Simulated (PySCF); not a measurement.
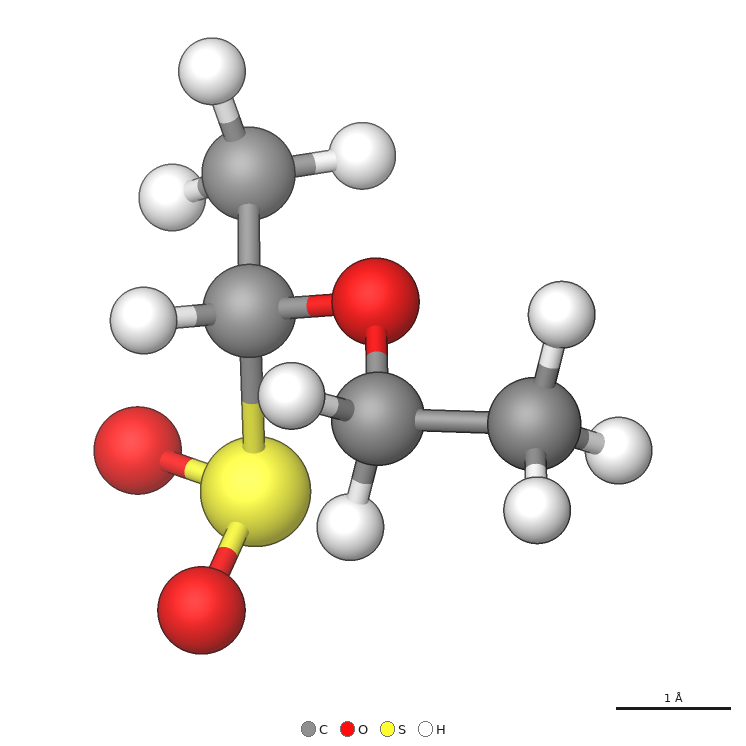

Rendered structure (ball-and-stick style).

Charge −1, singlet. The geometry was computed by an optimisation with GFN2-xTB. No frequency run is at hand to confirm it as a minimum.

What is the molecular formula?

Answer. C₄H₉O₃S⁻, 17 atoms: 4 carbon, 9 hydrogen, 3 oxygen and 1 sulfur.

Describe its rings.

Answer. It has no ring.

More results for the same structure follow; atom numbers are the same in all pictures, views and colours differ.

Geometry

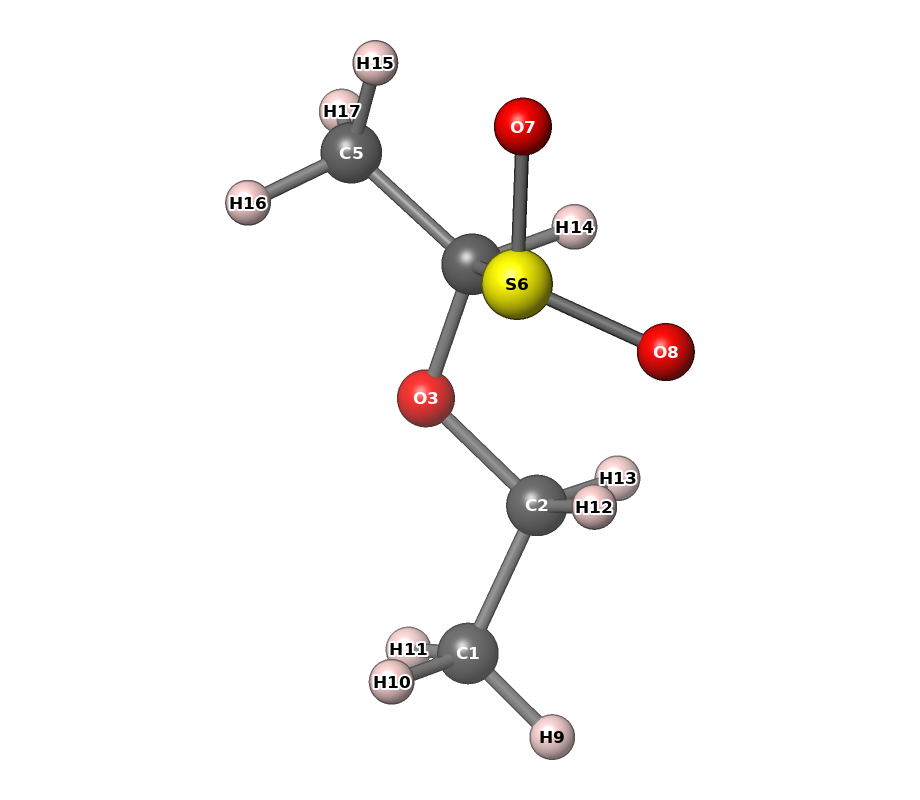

C4 lies behind S6. The molecule seen a little off the S6–C4 bond, S6 in front. Distant atoms are faded towards the background colour. No frequency run is at hand to confirm it as a minimum.

What is the torsion angle O7–S6–C4–O3? The sign is positive where the front bond must turn clockwise to cover the back bond.

Answer. −166°, antiperiplanar (anti).

Quadrupole coupling

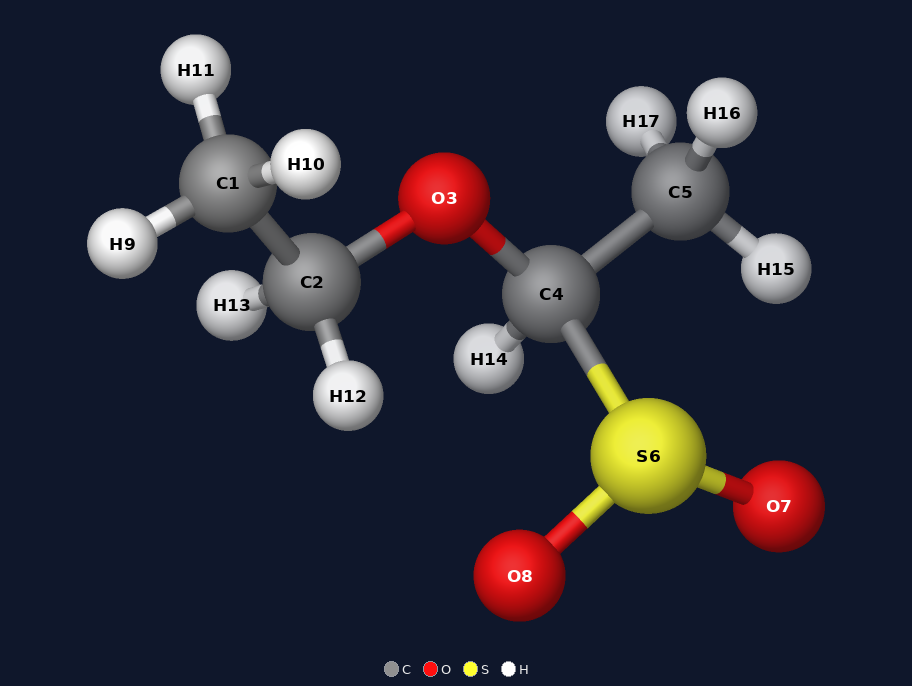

No frequency run is at hand to confirm it as a minimum. Electric field gradients from the ground-state density, PBE0/pcSseg-1 (PySCF 2.14.0), non-relativistic apart from any core potentials.

Give the largest field-gradient component, the quadrupole coupling constant and the asymmetry for 17O at O3 (Q = −25.6 mb), 33S at S6 (Q = −67.81 mb), 17O at O7 (Q = −25.6 mb), 17O at O8 (Q = −25.6 mb), 2H at H9 (Q = 2.86 mb), 2H at H10 (Q = 2.86 mb).

```csv
atom,V_zz (a.u.),e²qQ/h (MHz),η
O3,−1.936,11.64,0.96
S6,−1.959,31.2,0.12
O7,1.411,−8.49,0.40
O8,1.446,−8.70,0.39
H9,0.320,0.215,0.01
H10,0.319,0.214,0.01
```

Charges

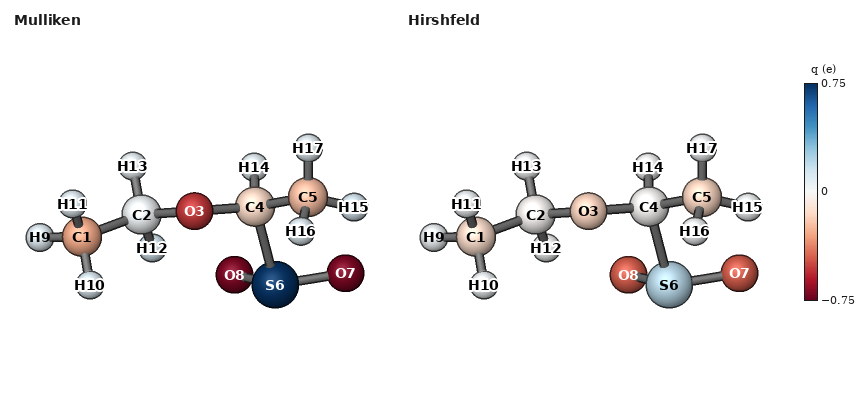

Atomic charges of one calculation by 2 schemes, on one colour scale. No frequency run is at hand to confirm it as a minimum. Computed with PBE0/pcSseg-1 (PySCF 2.14.0).

Which scheme gives the most polar picture (largest mean size of the charges)?

Answer. The Mulliken charges are the largest in size here.

On which atom do the schemes disagree most?

Answer. On S6 (from 0.21 to 0.74 e).

List the charges (e), one line for each set of equivalent atoms.

```
atom  Mulliken  Hirshfeld
  C1     −0.28      −0.13
  C2      0.03      −0.01
  O3     −0.53      −0.16
  C4     −0.14      −0.01
  C5     −0.23      −0.16
  S6      0.74       0.21
  O7     −0.70      −0.45
  O8     −0.71      −0.45
  H9      0.08       0.03
 H10      0.10       0.03
 H11      0.09       0.02
 H12      0.14       0.01
 H13      0.06       0.01
 H14      0.07       0.00
 H15      0.13       0.02
 H16      0.08       0.02
 H17      0.08       0.01
```

Electronic properties

No frequency run is at hand to confirm it as a minimum. Method: PBE0/pcSseg-1, gas phase (PySCF 2.14.0).

Give the HOMO energy (Kohn–Sham orbital) at this level.

Answer. −0.36 eV.

NMR shielding

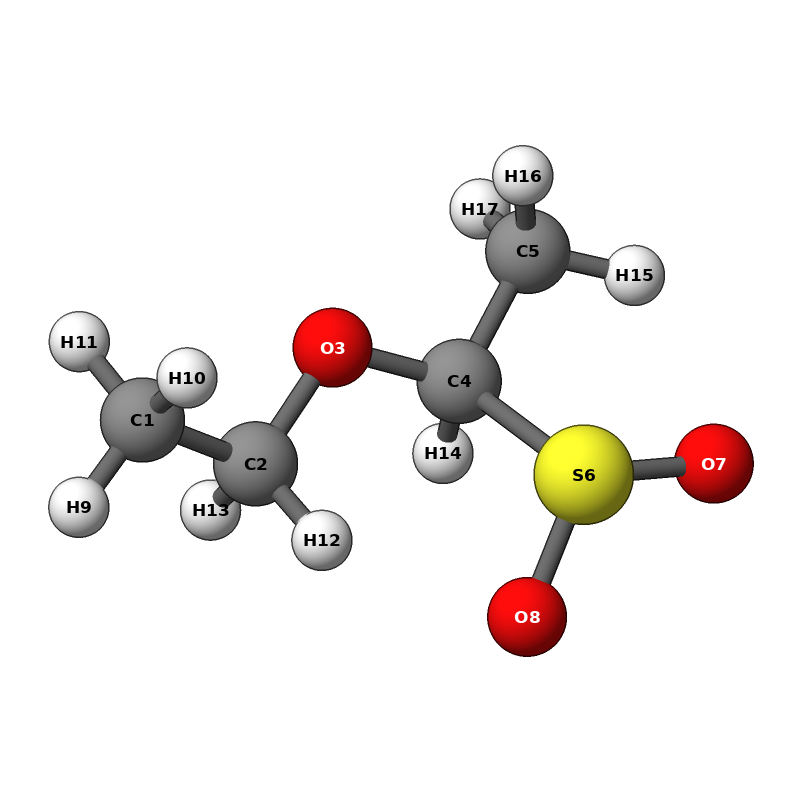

No frequency run is at hand to confirm it as a minimum. Level of theory: GIAO PBE0/pcSseg-1 NMR shielding, non-relativistic, gas phase (PySCF 2.14.0). Principal shieldings σ11 ≤ σ22 ≤ σ33, span Ω = σ33 − σ11, skew κ = 3(σiso − σ22)/Ω.

Give the shielding tensors of the S atoms.

```tsv
atom	σ11	σ22	σ33	σiso	Ω	κ
S6	−105.0	−6.4	168.0	18.9	273.0	0.28
```

Shieldings and span in ppm.

Mulliken values depend strongly on the basis set and can even reverse the polarity of a bond.
